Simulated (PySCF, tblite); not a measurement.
**CH10NOSi3 radical, a small gas-phase stand-in for a defect centre (Si site with back bonds N[SiH3], C[SiH3], O): EPR parameters**

What EPR parameters should one expect for `O[Si](C[SiH3])N[SiH3]`? It is drawn as: dangling bond.

Computed with tblite 0.8.0 and PySCF 2.14.0; each step states its level. No surroundings beyond the atoms listed, unless a continuum is named. Atoms count from 0, parts from 1.

### 1 Starting point

16 atoms, charge 0, multiplicity 2; geometry: distance geometry start.

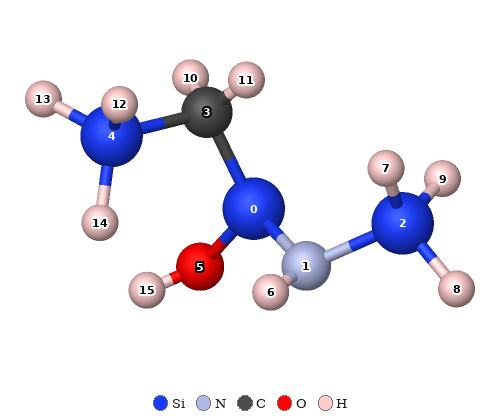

The starting geometry (silicon blue, nitrogen light blue, carbon dark grey, oxygen red, hydrogen pink), atoms numbered.

### 2 Relaxing the cluster with GFN2-xTB

What the job is given:

```
{"job": {"kind": "relax", "xc": "GFN2-xTB", "basis": "xTB"}, "charge": 0, "multiplicity": 2}
Si    -0.253501    -0.938649     0.415674
N      1.023667    -1.874201     1.304261
Si     2.700141    -1.852230     0.596521
C     -0.102584     0.877494     0.520023
Si    -0.664039     1.429269     2.205848
O     -1.888707    -1.614666     0.424422
H      0.990202    -1.845100     2.318325
H      3.410806    -0.736036     1.119377
H      3.396320    -3.084718     0.920530
H      2.637061    -1.713208    -0.813227
H     -0.728008     1.319207    -0.188734
H      0.873998     1.168382     0.379388
H      0.424162     2.082008     2.868446
H     -1.756164     2.320478     2.072237
H     -1.068562     0.292750     2.966983
H     -2.479172    -1.526851     1.177506
```

With the program's defaults for keys left out, this is: GFN2-xTB geometry optimisation, gas phase.

Run with:

```sh
$ OMP_NUM_THREADS=1 python cluster_run.py task.json out
```

This one command runs all jobs of the session in turn.

Output:

```text
step      E/eV     max force
  0    -527.90161    4.042
  1    -528.36105    1.970
  2    -528.56405    0.952
  3    -528.60534    0.844
  4    -528.66150    0.590
  5    -528.68745    0.370
  6    -528.71137    0.345
  7    -528.73316    0.392
  8    -528.75994    0.461
  9    -528.78103    0.336
 10    -528.79613    0.331
 11    -528.80639    0.198
 12    -528.81476    0.295
 13    -528.82179    0.264
 14    -528.82792    0.248
 15    -528.83417    0.213
 16    -528.84066    0.227
 17    -528.84696    0.260
 18    -528.85235    0.246
 19    -528.85715    0.183
 20    -528.86236    0.164
 21    -528.86822    0.200
 22    -528.87440    0.233
 23    -528.88036    0.204
 24    -528.88544    0.173
 25    -528.88960    0.186
 26    -528.89365    0.172
 27    -528.89774    0.277
 28    -528.90301    0.222
 29    -528.90873    0.188
 30    -528.91289    0.135
 31    -528.91410    0.107
 32    -528.91623    0.105
 33    -528.91751    0.109
 34    -528.91848    0.087
 35    -528.91919    0.088
 36    -528.91982    0.085
 37    -528.92085    0.082
 38    -528.92198    0.104
 39    -528.92316    0.084
 40    -528.92406    0.076
 41    -528.92482    0.084
 42    -528.92572    0.088
 43    -528.92692    0.094
 44    -528.92812    0.094
 45    -528.92911    0.070
 46    -528.93004    0.068
 47    -528.93108    0.099
 48    -528.93228    0.111
 49    -528.93351    0.085
 50    -528.93475    0.137
 51    -528.93599    0.105
 52    -528.93753    0.103
 53    -528.93907    0.143
 54    -528.94094    0.164
 55    -528.94394    0.190
 56    -528.94753    0.170
 57    -528.95064    0.178
 58    -528.95032    0.415
 59    -528.95380    0.098
 60    -528.95500    0.095
 61    -528.95891    0.189
 62    -528.96060    0.165
 63    -528.96203    0.133
 64    -528.96288    0.083
 65    -528.96392    0.144
 66    -528.96562    0.124
 67    -528.96784    0.134
 68    -528.96965    0.067
 69    -528.97012    0.101
 70    -528.97074    0.059
 71    -528.97172    0.093
 72    -528.97236    0.074
 73    -528.97334    0.111
 74    -528.97425    0.059
 75    -528.97507    0.055
 76    -528.97566    0.063
 77    -528.97616    0.060
 78    -528.97660    0.059
 79    -528.97699    0.055
 80    -528.97744    0.048
 81    -528.97788    0.060
 82    -528.97826    0.051
 83    -528.97855    0.044
 84    -528.97885    0.053
 85    -528.97921    0.059
 86    -528.97964    0.067
 87    -528.98007    0.059
 88    -528.98043    0.055
 89    -528.98076    0.041
 90    -528.98109    0.058
 91    -528.98140    0.053
 92    -528.98167    0.057
 93    -528.98191    0.054
 94    -528.98221    0.056
 95    -528.98267    0.070
 96    -528.98332    0.063
 97    -528.98406    0.067
 98    -528.98473    0.054
 99    -528.98533    0.063
100    -528.98598    0.072
101    -528.98673    0.064
102    -528.98754    0.065
103    -528.98838    0.077
104    -528.98935    0.084
105    -528.99051    0.076
106    -528.99156    0.082
107    -528.99219    0.079
108    -528.99261    0.062
109    -528.99300    0.042
110    -528.99334    0.047
111    -528.99360    0.047
112    -528.99384    0.037
113    -528.99409    0.035
114    -528.99436    0.044
115    -528.99459    0.054
116    -528.99478    0.058
117    -528.99500    0.057
118    -528.99520    0.035
119    -528.99538    0.038
120    -528.99554    0.038
121    -528.99580    0.071
122    -528.99622    0.094
123    -528.99680    0.090
124    -528.99740    0.064
125    -528.99789    0.053
126    -528.99830    0.051
127    -528.99867    0.067
128    -528.99902    0.050
129    -528.99927    0.034
130    -528.99944    0.029
131    -528.99958    0.032
132    -528.99974    0.029
133    -528.99988    0.023
134    -529.00005    0.024
135    -529.00018    0.023
136    -529.00029    0.025
137    -529.00042    0.028
138    -529.00056    0.030
139    -529.00072    0.033
140    -529.00094    0.038
141    -529.00120    0.046
142    -529.00142    0.035
143    -529.00157    0.025
144    -529.00170    0.031
145    -529.00184    0.034
146    -529.00211    0.056
147    -529.00252    0.056
148    -529.00304    0.063
149    -529.00335    0.065
150    -529.00377    0.056
151    -529.00424    0.060
152    -529.00496    0.090
153    -529.00623    0.115
154    -529.00754    0.108
155    -529.00866    0.074
156    -529.00900    0.194
157    -529.01068    0.098
158    -529.01159    0.067
159    -529.01387    0.106
160    -529.01486    0.083
161    -529.01577    0.085
162    -529.01712    0.073
163    -529.01776    0.061
164    -529.01870    0.062
165    -529.01929    0.060
166    -529.01977    0.054
167    -529.02020    0.059
168    -529.02063    0.073
169    -529.02103    0.055
170    -529.02136    0.046
171    -529.02170    0.048
172    -529.02205    0.042
173    -529.02240    0.054
174    -529.02272    0.045
175    -529.02313    0.053
176    -529.02360    0.053
177    -529.02418    0.076
178    -529.02457    0.073
179    -529.02531    0.048
180    -529.02593    0.052
181    -529.02660    0.050
182    -529.02710    0.052
183    -529.02738    0.066
184    -529.02774    0.038
185    -529.02800    0.035
186    -529.02829    0.035
187    -529.02843    0.040
188    -529.02852    0.018
189    -529.02858    0.018
190    -529.02861    0.013
191    -529.02865    0.013
192    -529.02868    0.013
193    -529.02870    0.011
194    -529.02873    0.010
195    -529.02876    0.014
196    -529.02879    0.015
197    -529.02882    0.011
198    -529.02883    0.009
199    -529.02885    0.008
200    -529.02886    0.008
```

It took 6.4 s on 1 thread of Arm Neoverse V2, shared host.

Along the way:

```tsv
step	energy from step 0 (eV)	largest force (eV/Å)
0	0.0000	4.0413
8	-0.8583	0.4614
16	-0.9390	0.2272
24	-0.9838	0.1732
32	-1.0146	0.1046
40	-1.0225	0.0763
48	-1.0307	0.1111
56	-1.0459	0.1701
64	-1.0613	0.0830
72	-1.0707	0.0741
80	-1.0758	0.0484
88	-1.0788	0.0543
96	-1.0817	0.0625
104	-1.0877	0.0842
112	-1.0922	0.0367
120	-1.0939	0.0379
128	-1.0974	0.0498
136	-1.0987	0.0252
144	-1.1001	0.0305
152	-1.1033	0.0898
160	-1.1132	0.0831
168	-1.1190	0.0734
176	-1.1220	0.0527
184	-1.1261	0.0381
192	-1.1271	0.0127
200	-1.1273	0.0078
```

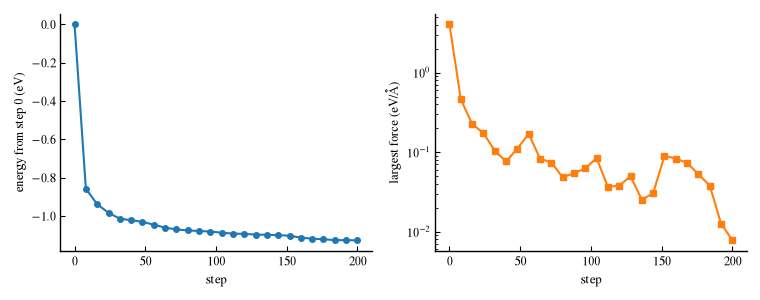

Energy and largest force along the relaxation.

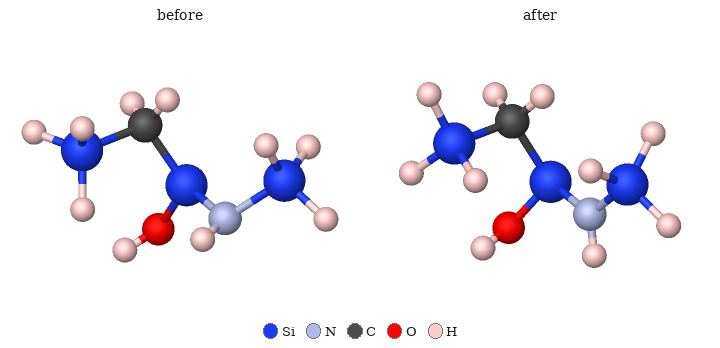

The geometry before (left) and after (right).

Distances of close pairs at the start and the end, largest changes first:

```tsv
bond	before (Å)	after (Å)	change (Å)
Si0–O5	1.769	1.631	-0.139
N1–Si2	1.820	1.728	-0.092
Si0–C3	1.825	1.906	+0.081
Si0–N1	1.815	1.741	-0.074
C3–H11	1.029	1.089	+0.060
Si4–H13	1.416	1.469	+0.053
Si2–H7	1.423	1.469	+0.047
C3–H10	1.043	1.090	+0.046
```

### 3 Geometry optimisation at PBE0-D3(BJ)/def2-SVP

What the job is given:

```
{"job": {"xc": "PBE0", "basis": "def2-SVP", "d3": "d3bj", "grid": 2, "kind": "geom", "shake": 0.01}, "charge": 0, "multiplicity": 2}
Si    -0.864181    -0.679212    -1.078466
N      0.332608    -1.605995    -0.285459
Si     2.021715    -1.326456    -0.206035
C     -0.435630     1.188221    -0.808525
Si    -0.737205     1.765250     0.972280
O     -2.339707    -1.064534    -0.467882
H      0.022534    -2.480633     0.091530
H      2.361237    -0.347443     0.857610
H      2.658859    -2.608781     0.126393
H      2.483662    -0.795018    -1.475990
H     -1.077840     1.799515    -1.464940
H      0.576780     1.345351    -1.079412
H     -0.356371     3.184701     1.101312
H     -2.174695     1.665143     1.336437
H      0.034576     0.942503     1.920604
H     -2.517795    -0.993928     0.482687
```

Output:

```text
step   0  E = -1041.66036916  max force = 0.036129
step   1  E = -1041.66614447  max force = 0.004853
step   2  E = -1041.66639867  max force = 0.001326
step   3  E = -1041.66644289  max force = 0.000448
step   4  E = -1041.66646018  max force = 0.000546
step   5  E = -1041.66648204  max force = 0.000688
step   6  E = -1041.66649242  max force = 0.000301
optimisation converged
```

Run time: 2.5 min. Hardware: 1 thread of Arm Neoverse V2, shared host; peak memory 0.78 GiB.

Step by step:

```tsv
step	energy from step 0 (eV)	largest force component (eV/Å)
0	0.0000	1.8578
1	-0.1572	0.2496
2	-0.1641	0.0682
3	-0.1653	0.0230
4	-0.1657	0.0281
5	-0.1663	0.0354
6	-0.1666	0.0155
```

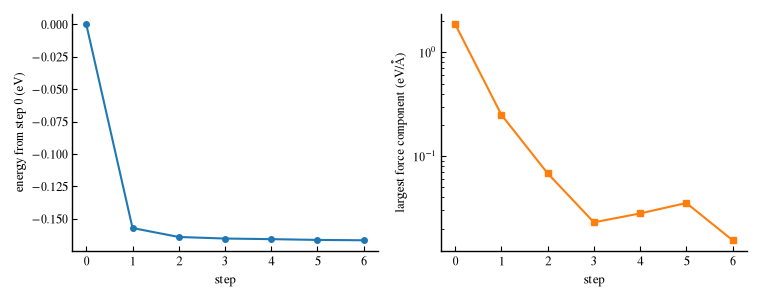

Energy and largest force along the relaxation.

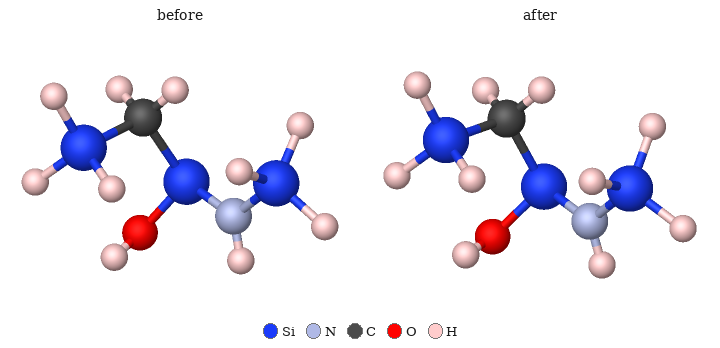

Before and after, at one scale.

Close pairs (by a distance rule), those that changed most:

```tsv
bond	before (Å)	after (Å)	change (Å)
Si0–C3	1.935	1.890	-0.045
C3–H11	1.060	1.104	+0.044
Si2–H9	1.452	1.496	+0.044
Si0–N1	1.709	1.748	+0.039
N1–Si2	1.714	1.747	+0.033
Si0–O5	1.643	1.671	+0.028
Si2–H8	1.470	1.493	+0.023
Si4–H14	1.474	1.494	+0.020
```

The next job starts from the end point, and lists it.

```tsv
at the end point	value
point group (found at 0.08 Å tolerance)	C1
rotational constants (GHz, main isotopes)	2.042, 1.290, 0.919
dipole moment (D)	0.94
⟨S²⟩	0.752
```

### 4 EPR parameters: B3LYP/IGLO-III+pcH-1

What the job is given:

```
{"job": {"kind": "epr"}, "charge": 0, "multiplicity": 2}
Si    -0.904148    -0.728094    -1.001964
N      0.323977    -1.622802    -0.138699
Si     2.031564    -1.292807     0.024120
C     -0.429831     1.098801    -0.912897
Si    -0.659085     1.848462     0.800889
O     -2.393690    -1.013330    -0.301006
H      0.045693    -2.564021     0.130352
H      2.339114    -0.374462     1.164738
H      2.740565    -2.586855     0.253958
H      2.561233    -0.645960    -1.216399
H     -1.060856     1.657108    -1.624916
H      0.615040     1.228045    -1.245067
H     -0.276759     3.293714     0.830767
H     -2.095726     1.739690     1.209077
H      0.158230     1.111321     1.811464
H     -2.493667    -0.803270     0.635098
```

Method: UKS B3LYP, IGLO-III on C N O Si, pcH-1 on H, non-relativistic, mean-field spin-orbit, GIAO.

Output:

```text
UKS, coarse grid
  cycle   1  E = -1042.62854298  |g| = 6.92e-01
  cycle   2  E = -1042.30322906  |g| = 1.14e+00
  cycle   3  E = -1042.79798590  |g| = 1.14e-01
  cycle   4  E = -1042.80156332  |g| = 6.19e-02
  cycle   5  E = -1042.80325322  |g| = 1.23e-02
  cycle   6  E = -1042.80330843  |g| = 5.69e-03
  cycle   7  E = -1042.80332379  |g| = 1.42e-03
  cycle   8  E = -1042.80332427  |g| = 3.89e-04
UKS, final grid
  cycle   1  E = -1042.80325984  |g| = 4.21e-04
  cycle   2  E = -1042.80325977  |g| = 6.03e-04
  cycle   3  E = -1042.80325992  |g| = 1.02e-04
  cycle   4  E = -1042.80325993  |g| = 1.70e-05
E = -1042.80325993 Eh   <S^2> = 0.7516 (exact 0.7500)
g shifts (ppm)      1          2          3
  rmc          -169       -169       -169
  gc             72         41         77
  oz_so       -1063        -97        263
  total       -1160       -225        171
hyperfine (MHz)  atom isotope    a_iso     a_fc   dipolar eigenvalues
    0  29Si    -813.52    -814.62   -127.68     63.60     64.08
    1   14N      18.06      18.06     -5.18     -4.74      9.92
    2  29Si       0.50       0.49     -2.19      0.83      1.36
    3   13C      76.91      76.92     -8.48     -7.91     16.38
    4  29Si     -23.06     -23.11     -7.79      3.63      4.16
    5   17O    -104.34    -104.32     -7.00      3.12      3.88
    6    1H      -6.75      -6.76     -7.56     -3.08     10.64
    7    1H       8.02       8.02     -1.02     -0.90      1.92
    8    1H      -0.26      -0.26     -1.13     -0.94      2.07
    9    1H       1.82       1.82     -1.55     -1.25      2.80
   10    1H       1.36       1.36     -6.40     -2.65      9.05
   11    1H      -6.43      -6.43     -5.78     -1.99      7.77
   12    1H      12.79      12.79     -1.25     -0.42      1.67
   13    1H      -1.16      -1.16     -1.43     -0.52      1.95
   14    1H      -1.15      -1.15     -1.39     -0.53      1.92
   15    1H      51.69      51.68     -3.23     -2.01      5.24
```

Run time: 2.2 min. Hardware: 1 thread of Arm Neoverse V2, shared host; peak memory 1.4 GiB.

Principal g values 2.00116, 2.00209, 2.00249; g(iso) = 2.00191, against 2.00232 for a free electron.

Hyperfine couplings, nucleus by nucleus at this fixed geometry (no averaging over rotations):

```tsv
nuclei	isotope	a(iso) (MHz)	a(iso) (G, at g = 2.0023)	largest dipolar term (MHz)
Si0	29Si	-813.5	-290.3	-127.7
O5	17O	-104.3	-37.2	-7.0
C3	13C	76.9	27.4	16.4
H15	1H	51.7	18.4	5.2
Si4	29Si	-23.1	-8.2	-7.8
N1	14N	18.1	6.4	9.9
H12	1H	12.8	4.6	1.7
H7	1H	8.0	2.9	1.9
H6	1H	-6.7	-2.4	10.6
H11	1H	-6.4	-2.3	7.8
H9	1H	1.8	0.6	2.8
H10	1H	1.4	0.5	9.1
H13	1H	-1.2	-0.4	1.9
H14	1H	-1.1	-0.4	1.9
```

Mulliken spin populations:

Si0 0.81; N1 0.07; Si2 0.01; C3 0.05; Si4 0.04; O5 -0.01; H6 0.00; H7 0.00; H8 0.00; H9 0.00; H10 0.00; H11 0.00; H12 0.01; H13 0.00; H14 0.00; H15 0.03

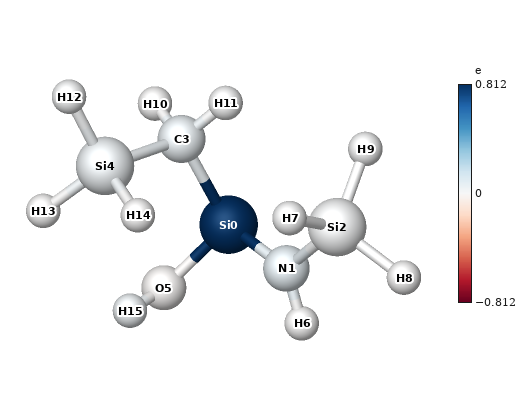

Mulliken spin populations, as colours on the atoms.

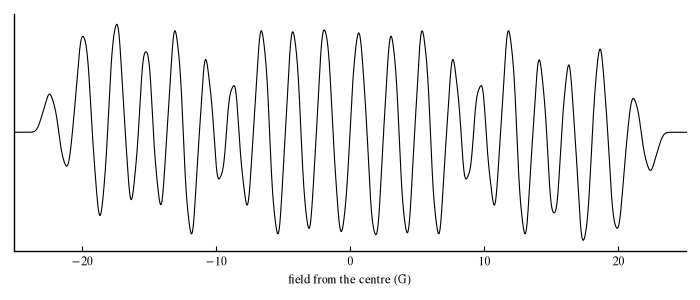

First-order isotropic spectrum (first derivative, main isotopes with spin only, couplings over 0.8 MHz, Gaussian width 0.3 G; couplings of the frozen geometry, rotation of groups not averaged beyond the rows shown).

Orbitals, density, ELF and potential are computed afterwards from the orbital file.

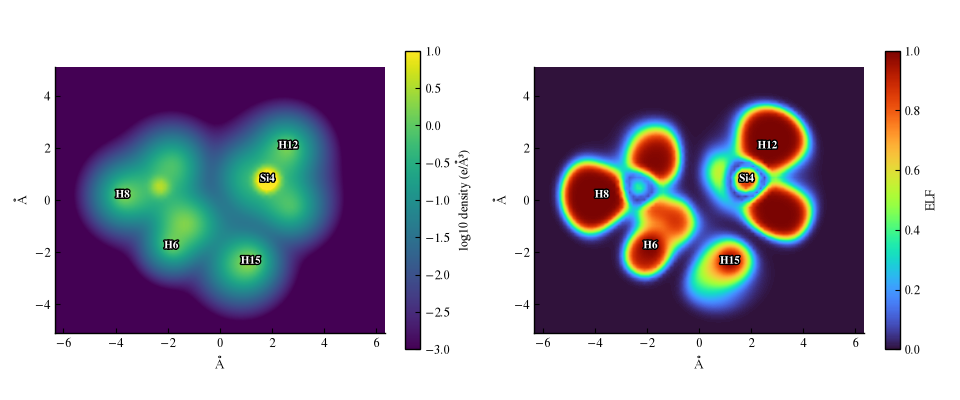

Density (left) and ELF (right) in a plane through or near 5 of the atoms.

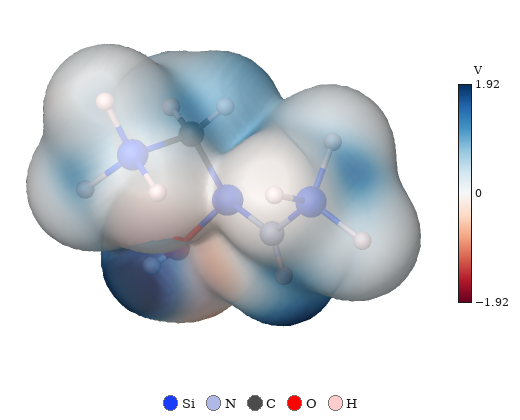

Electrostatic potential on the surface of density 0.002 e/bohr³; red is low, blue high. It runs from -1.33 V near O5 to 1.92 V near H15.

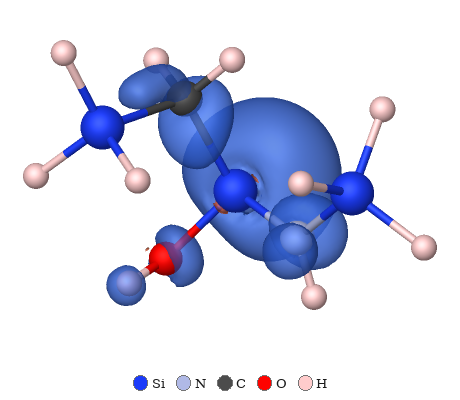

Spin density at ±0.02 e/Å³ (alpha excess blue, beta excess red).

### 5 g tensor and hyperfine couplings: BHandHLYP/IGLO-III+pcH-1

The job, as its differences from that of step 4:

```diff
@@ -1,2 +1,2 @@
-{"job": {"kind": "epr"}, "charge": 0, "multiplicity": 2}
+{"job": {"kind": "epr", "xc": "BHandHLYP"}, "charge": 0, "multiplicity": 2}
 Si    -0.904148    -0.728094    -1.001964
```

With the program's defaults for keys left out, this is: UKS BHandHLYP, IGLO-III on C N O Si, pcH-1 on H, non-relativistic, mean-field spin-orbit, GIAO.

Output:

```text
UKS, coarse grid
  cycle   1  E = -1042.51214160  |g| = 5.49e-01
  cycle   2  E = -1042.49277873  |g| = 6.26e-01
  cycle   3  E = -1042.63102019  |g| = 5.63e-02
  cycle   4  E = -1042.63234105  |g| = 2.82e-02
  cycle   5  E = -1042.63273018  |g| = 7.43e-03
  cycle   6  E = -1042.63276963  |g| = 2.70e-03
  cycle   7  E = -1042.63277587  |g| = 1.34e-03
  cycle   8  E = -1042.63277725  |g| = 3.60e-04
UKS, final grid
  cycle   1  E = -1042.63273615  |g| = 2.85e-04
  cycle   2  E = -1042.63273618  |g| = 2.91e-04
  cycle   3  E = -1042.63273622  |g| = 6.25e-05
  cycle   4  E = -1042.63273623  |g| = 3.95e-05
  cycle   5  E = -1042.63273623  |g| = 7.80e-06
E = -1042.63273623 Eh   <S^2> = 0.7525 (exact 0.7500)
g shifts (ppm)      1          2          3
  rmc          -171       -171       -171
  gc             76         42         75
  oz_so       -1188        -78        156
  total       -1283       -207         60
hyperfine (MHz)  atom isotope    a_iso     a_fc   dipolar eigenvalues
    0  29Si    -846.10    -847.20   -134.38     66.35     68.03
    1   14N      19.94      19.93     -5.04     -4.56      9.61
    2  29Si       1.60       1.59     -1.86      0.67      1.19
    3   13C      76.79      76.80     -8.36     -7.67     16.03
    4  29Si     -22.69     -22.74     -7.31      3.26      4.05
    5   17O     -99.42     -99.40     -7.03      3.19      3.84
    6    1H      -8.27      -8.29     -7.64     -3.15     10.79
    7    1H       6.29       6.29     -0.99     -0.90      1.90
    8    1H      -0.22      -0.22     -1.11     -0.93      2.03
    9    1H       0.85       0.85     -1.54     -1.31      2.85
   10    1H       0.97       0.97     -6.41     -2.76      9.17
   11    1H      -7.30      -7.30     -5.81     -2.07      7.88
   12    1H      12.62      12.62     -1.16     -0.44      1.60
   13    1H      -1.15      -1.15     -1.40     -0.59      1.99
   14    1H      -1.18      -1.18     -1.36     -0.59      1.95
   15    1H      50.38      50.37     -3.28     -2.00      5.28
```

Wall time 2.3 min (1 thread of Arm Neoverse V2, shared host); peak memory 1.4 GiB.

In short: g(iso) 2.00184.

### 6 Comparing the runs: EPR parameters

g, ⟨S²⟩ and isotropic hyperfine couplings (MHz), with basis size and wall time:

```tsv
run	g(iso)	⟨S²⟩	29Si Si0	17O O5	13C C3	1H H15	29Si Si4	functions	time
B3LYP/IGLO-III+pcH-1	2.00191	0.752	-813.5	-104.3	76.9	51.7	-23.1	337	2.2 min
BHandHLYP/IGLO-III+pcH-1	2.00184	0.752	-846.1	-99.4	76.8	50.4	-22.7	337	2.3 min
```

### 7 Results

| quantity | value |
| --- | --- |
| point group | C1 |
| rotational constants (main isotopes) | 2.04, 1.29, 0.92 GHz |
| g(iso) (B3LYP) | 2.00191 |
| ⟨S²⟩ | 0.752 (exact 0.75) |
| largest a(iso) | 29Si on Si0, -813.5 MHz |
| potential on the surface of density 0.002 e/bohr³, 1st and 99th percentile | -1.33 V and 1.92 V |

**Reading.** The start of the PBE0/def2-SVP relaxation was shaken at random by about 0.01 Å, so part of the energy gained, and of the first lengths quoted, undoes that. Over 6 steps the energy fell by 0.167 eV; of the close pairs, Si0–C3 changed most, 1.935 to 1.890 Å (PBE0/def2-SVP). Most of the unpaired spin sits on Si0 (0.81 e). The isotropic g lies 0.4 ppt below the free-electron value. The coupling of 29Si on Si0 runs from -846.1 (BHandHLYP/IGLO-III+pcH-1) to -813.5 MHz (B3LYP/IGLO-III+pcH-1). A capped cluster stands for the solid here, so long-range fields and strain are missing, and bands or shifts of the capping hydrogens have no counterpart in it.
